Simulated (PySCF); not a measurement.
# C$_{3}$H$_{3}$F$_{2}$Si (SMILES FC(F)C#C[SiH2]) (doublet): what the fields show

```yaml
atoms:
  - { symbol: F, position_ang: [-2.5149, 0.6849, -0.8140] }
  - { symbol: C, position_ang: [-1.8921, 0.2403, 0.3159] }
  - { symbol: F, position_ang: [-2.1244, 1.1972, 1.2610] }
  - { symbol: C, position_ang: [-0.4786, 0.0196, 0.1073] }
  - { symbol: C, position_ang: [0.7063, -0.1464, -0.1105] }
  - { symbol: Si, position_ang: [2.4957, -0.3413, -0.2581] }
  - { symbol: H, position_ang: [-2.4107, -0.6793, 0.6404] }
  - { symbol: H, position_ang: [3.2219, 0.7248, -0.9115] }
  - { symbol: H, position_ang: [3.0104, -1.6939, -0.2558] }
```

Geometry: GFN2-xTB.

All numbers below come from UKS B3LYP, pcH-1 on C F H Si, non-relativistic, mean-field spin-orbit, GIAO in PySCF 2.14.0, density-fitted response routines.

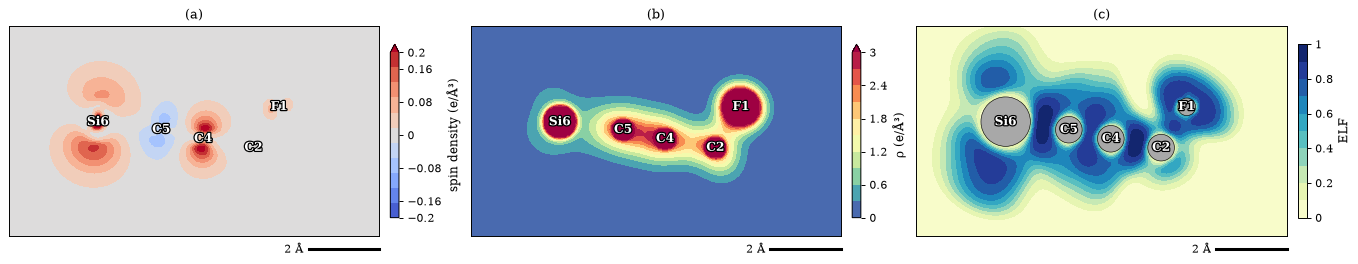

Figure 1. (a) spin density (α minus β); (b) total electron density; (c) ELF on the plane of atoms F1, C2 and C4. Grey discs cover the atomic cores in the ELF map.

Q: What does the map show?

A:
- Atoms in the plane: F, C and Si.
- C–C (1.22 Å): the density is about 2.7 e/Å³ at the midpoint; the ELF peaks at about 0.85 between the atoms: a multiple bond.
- C–F (1.36 Å): ρ is about 2.2 e/Å³ halfway, with its minimum of 1.8 e/Å³ about 0.5 Å from C; the ELF peaks at about 0.85 between the atoms, as expected for a polar covalent bond.
- C–Si (1.81 Å): ρ is about 0.97 e/Å³ halfway; the ELF peaks at about 0.95 between the atoms (localised, covalent bonding).
- The ELF also peaks beside F1, away from the bonds: non-bonding electrons, paired or unpaired.
- The unpaired spin (1 electron) lies mostly on Si6 (about 0.7) and C4 (about 0.2), in electrons by Hirshfeld's partition.

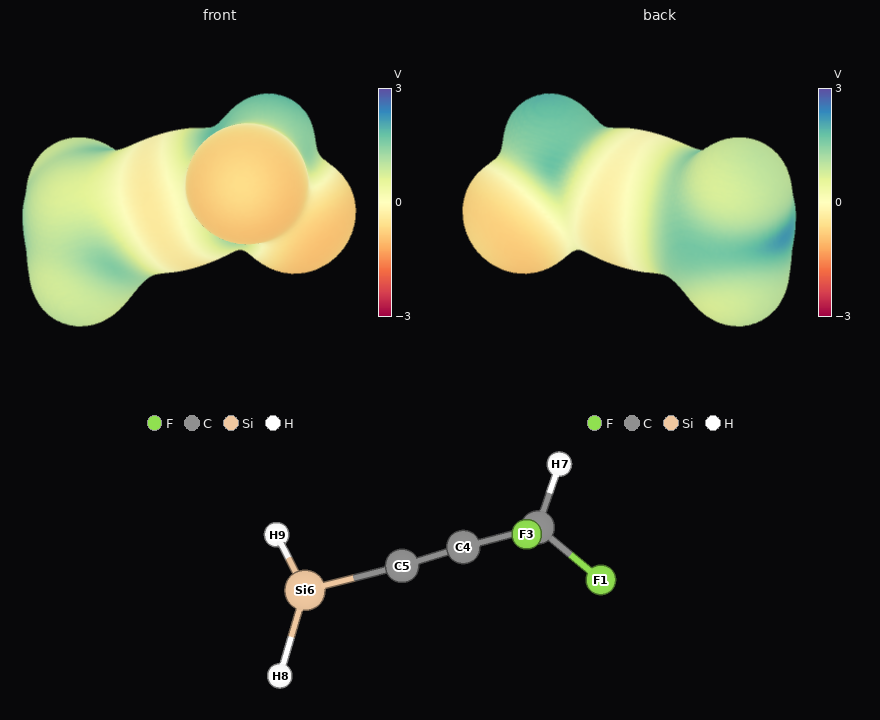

Figure 2. The electrostatic potential painted on the density surface at 0.004 e/bohr³, seen from the front and from behind; red is negative and blue positive. The bare structure is drawn below in the same view.

Q: Where is the surface potential most negative and most positive?

A: The most negative region (about −0.9 V, or −21 kcal/mol for a unit charge) lies over F1 and F3, the most positive (about +2.1 V, or +48 kcal/mol for a unit charge) over Si6.
